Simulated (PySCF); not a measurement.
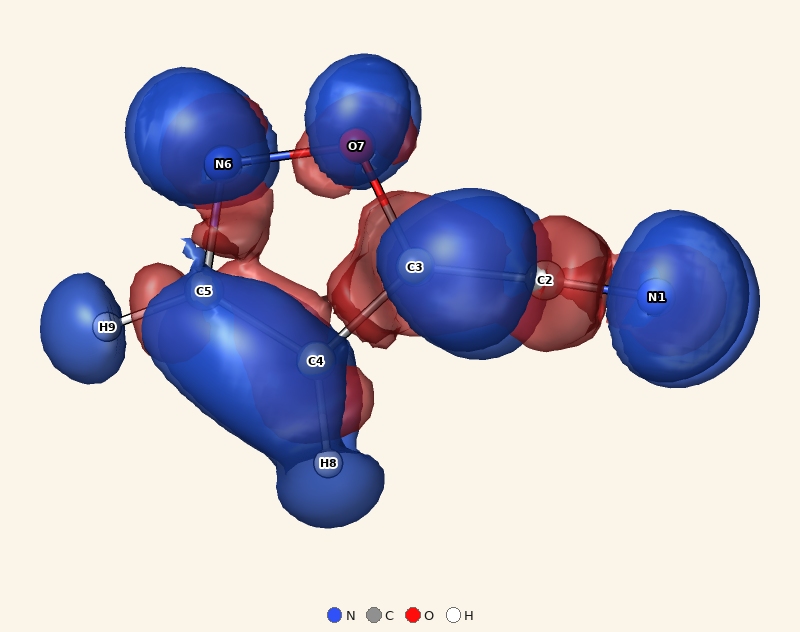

Figure 1: C$_{4}$H$_{2}$N$_{2}$O, charge −1, doublet, SMILES `[N-]=[C]c1ccno1`. Fukui function f⁻ = ρ(N) − ρ(N−1) at fixed geometry, surfaces at ±0.015 e/Å³ (blue positive, red negative).

Method: HF/def2-SVPD; geometry: GFN2-xTB; program: PySCF. No frequency check shows the geometry to be a minimum. GFN2-xTB doesn't know the spin state, so this open-shell geometry is rough.

Input script:

```python
import numpy as np
from pyscf import gto, scf, dft
from pyscf.scf import atom_ks, atom_hf
from scipy.linalg import block_diag

def solve(mol, dm0=None, hcore=None):
    mf = scf.UHF(mol) if mol.spin else scf.RHF(mol)
    mf = mf.density_fit(auxbasis='def2-universal-jkfit')
    mf.conv_tol, mf.max_cycle = 1e-8, 80
    if hcore is not None:
        mf.get_hcore = lambda *args: hcore
    mf.kernel(dm0)
    if not mf.converged:
        mf = mf.newton().run(mf.mo_coeff, mf.mo_occ, max_cycle=30)
    assert mf.converged, 'SCF not converged'
    return mf

mol = gto.M(atom='''
N     -2.89386     0.02035     0.00000
C     -1.71887     0.00099     0.00000
C     -0.35923     0.04602     0.00000
C      0.52930     1.15002     0.00000
C      1.78874     0.58729     0.00000
N      1.77888    -0.74094     0.00000
O      0.42129    -1.11839     0.00000
H      0.25497     2.18896     0.00000
H      2.73991     1.09637     0.00000
''', basis='def2-svpd', charge=-1, spin=1, verbose=4)
mf = solve(mol)
out = dict(e0=mf.e_tot, dm0=mf.make_rdm1(), c=mf.mo_coeff, occ=mf.mo_occ, eps=mf.mo_energy)
for name, dq, spin in [('cation', 1, 0)]:
    ion = mol.copy().set(charge=mol.charge + dq, spin=spin).build()
    mi = solve(ion)
    if spin and dq > 0 and mol.nao < 130:
        c, _, stable, _ = mi.stability(return_status=True)
        if not stable:
            mi = solve(ion, mi.make_rdm1(c, mi.mo_occ))
    print(name, 'vertical energy change / eV', (mi.e_tot - mf.e_tot) * 27.211386)
    out.update({'e_' + name: mi.e_tot, 'dm_' + name: mi.make_rdm1(), 's2_' + name: mi.spin_square()[0], 'eps_' + name: mi.mo_energy, 'occ_' + name: mi.mo_occ})
# spherically averaged free atoms, for the promolecule
atm = scf.atom_hf.get_atm_nrhf(mol)
pro = block_diag(*[(atm[a[0]][2] * atm[a[0]][3]) @ atm[a[0]][2].T for a in mol._atom])
np.savez('result.npz', pro=pro, **out)
```

Run with:

```sh
OMP_NUM_THREADS=1 python input.py
```

The run took 14 s on 1 thread of Arm Neoverse V2, on a shared host, peak memory 0.28 GiB.

Partitions, critical points and surface values were worked out afterwards from this run's density.

> On which atoms does the density change most on removal of an electron?

f⁻ (Hirshfeld-condensed) is largest on N1 (0.20), N6 (0.14) and C4 (0.13); the vertical detachment energy is 0.47 eV (to the singlet neutral species, which needn't be its lowest state). Condensed values hint at sites of electrophilic attack but needn't mark the atom that reacts. Orbital relaxation makes it negative in places (0.21 e in all).

```json
{"atom": "N1", "f⁻": "+0.20", "charge": "−0.39"}
{"atom": "C2", "f⁻": "+0.09", "charge": "+0.01"}
{"atom": "C3", "f⁻": "+0.13", "charge": "−0.02"}
{"atom": "C4", "f⁻": "+0.13", "charge": "−0.18"}
{"atom": "C5", "f⁻": "+0.10", "charge": "−0.07"}
{"atom": "N6", "f⁻": "+0.14", "charge": "−0.23"}
{"atom": "O7", "f⁻": "+0.10", "charge": "−0.19"}
{"atom": "H8", "f⁻": "+0.06", "charge": "+0.03"}
{"atom": "H9", "f⁻": "+0.06", "charge": "+0.04"}
```
